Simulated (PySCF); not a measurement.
C$_{4}$H$_{4}$F$_{2}$

```json
{"atom": "C", "x (Å)": "1.6820", "y (Å)": "-0.2471", "z (Å)": "0.1608"}
{"atom": "C", "x (Å)": "0.3935", "y (Å)": "-0.0572", "z (Å)": "0.0356"}
{"atom": "C", "x (Å)": "-0.9506", "y (Å)": "-0.6188", "z (Å)": "-0.1648"}
{"atom": "F", "x (Å)": "-1.5710", "y (Å)": "-1.2947", "z (Å)": "0.8456"}
{"atom": "C", "x (Å)": "-0.7470", "y (Å)": "0.8701", "z (Å)": "-0.0042"}
{"atom": "F", "x (Å)": "-0.9472", "y (Å)": "1.6665", "z (Å)": "-1.0944"}
{"atom": "H", "x (Å)": "2.1058", "y (Å)": "-1.2383", "z (Å)": "0.1606"}
{"atom": "H", "x (Å)": "2.3639", "y (Å)": "0.5809", "z (Å)": "0.2677"}
{"atom": "H", "x (Å)": "-1.2378", "y (Å)": "-1.0239", "z (Å)": "-1.1289"}
{"atom": "H", "x (Å)": "-1.0827", "y (Å)": "1.3672", "z (Å)": "0.8995"}
```

Geometry: GFN2-xTB.

Theory: PySCF 2.14.0, CAM-B3LYP/def2-SVPD, SCF density, gas phase.

Predict the electron density and electron localisation function between the atoms.

C–C (1.31 Å): ρ at the midpoint is about 2.4 e/Å³; the ELF peaks at about 0.90 between the atoms (a short, multiple covalent bond).
C–H (1.08 Å): the density is about 2 e/Å³ at the midpoint; the ELF climbs to about 1 towards the hydrogen, as it does in any bond to H (a covalent bond by its length).
C–C (1.47 Å): ρ is about 1.7 e/Å³ halfway; the ELF peaks at about 0.90 between the atoms (a shared electron pair).
C–C (1.51 Å): ρ is about 1.7 e/Å³ halfway; the ELF peaks at about 0.90 between the atoms, as expected for a covalent bond.

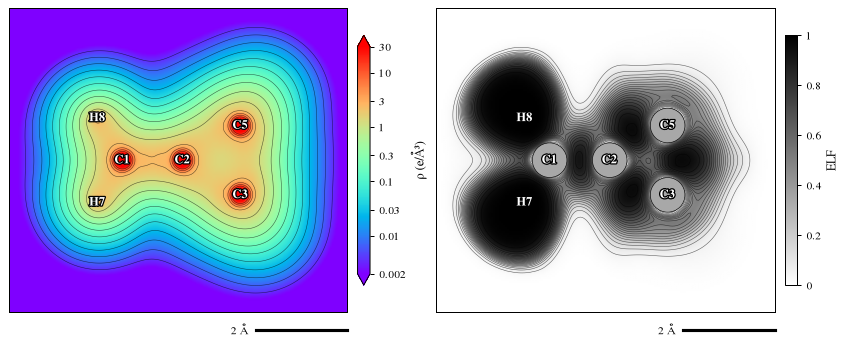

Computed electron density and electron localisation function on the plane of atoms C1, C2 and C3, in this order. Grey discs cover the atomic cores in the ELF map. 
